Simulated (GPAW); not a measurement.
Band structure of KCl (Fm-3m, 2 atoms in the cell).

```
KCl
1.0
    0.00000     3.14500     3.14500
    3.14500     0.00000     3.14500
    3.14500     3.14500     0.00000
K Cl
1 1
Cartesian
  0.00000   0.00000   0.00000
  3.14500   3.14500   3.14500
```

Method of the run: PBE, GPAW PAW datasets PBE (gpaw-data 1.0.1) (plane waves; GPAW).

Settings: mode = pw; ecut = 600 eV; xc = PBE; kpts = 6 6 6; mesh shift (steps) = 0 0 0; occupations.name = fermi-dirac; occupations.width = 0.05 eV; nbands = -6; convergence.bands = -4; symmetry.symmorphic = false; symmetry.tolerance = 0.0005; maxiter = 150; bandpath_npoints = 40.

The starting cell has typed, rounded lattice constants, without a prior relaxation at this level.

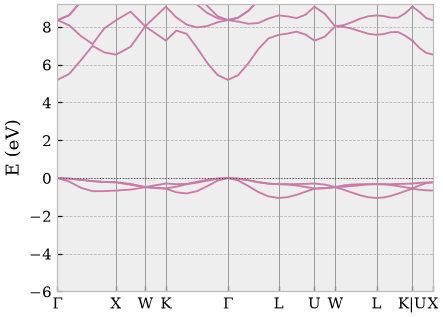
Fig. 1. Bands along the path, energies from the top of the valence band on the SCF mesh.

### Question
Read off roughly the gap and where its edges lie.

### Answer
The gap along the path is about 5.2 eV (computed: 5.20 eV), direct at Γ to within 0.01 eV.

Levels in eV from the top of the valence band on the SCF mesh, bands 5 to 12:
| point | 5 | 6 | 7 | 8 | 9 | 10 | 11 | 12 |
|---|---|---|---|---|---|---|---|---|
| Γ | -10.66 | 0.00 | 0.00 | 0.00 | 5.20 | 8.36 | 8.36 | 8.36 |
| X | -10.71 | -0.66 | -0.22 | -0.22 | 6.53 | 8.35 | 10.07 | 10.16 |
| W | -10.57 | -0.49 | -0.47 | -0.47 | 8.03 | 8.03 | 9.45 | 9.84 |
| K | -10.60 | -0.56 | -0.55 | -0.29 | 7.27 | 9.07 | 9.31 | 10.05 |
| L | -10.42 | -1.05 | -0.32 | -0.32 | 7.58 | 8.60 | 10.47 | 10.47 |
| U | -10.60 | -0.56 | -0.55 | -0.29 | 7.27 | 9.07 | 9.31 | 10.05 |
